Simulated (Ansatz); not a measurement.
# Y: response to strain

Base system: Y in the hcp (Mg type) structure (space group P6_3/mmc, No. 194; a = 3.652 Å, c = 5.703 Å; relaxed with 0.1 eV smearing). Axes: x lies along a and z along c of the hexagonal cell.

Strains are applied to the cell and any free atomic positions relax; under biaxial strain the out-of-plane vector relaxes too.

Level of theory: DFT with PBE, PAW potentials and a 420 eV plane-wave cutoff in Ansatz (a first-principles code), spin-orbit coupling left out, earlier PAW set.

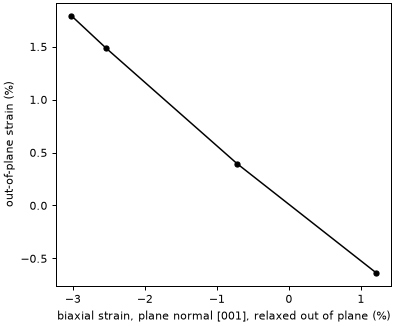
Out-of-plane strain against biaxial strain, plane normal [001], relaxed out of plane

```json
[
 {"biaxial strain, plane normal [001], relaxed out of plane (%)": "-3.02", "out-of-plane strain": "+1.79 %"},
 {"biaxial strain, plane normal [001], relaxed out of plane (%)": "-2.54", "out-of-plane strain": "+1.49 %"},
 {"biaxial strain, plane normal [001], relaxed out of plane (%)": "-0.72", "out-of-plane strain": "+0.40 %"},
 {"biaxial strain, plane normal [001], relaxed out of plane (%)": "1.21", "out-of-plane strain": "-0.63 %"}
]
```

Stability against distortions was not tested. The final runs are not spin-polarised.
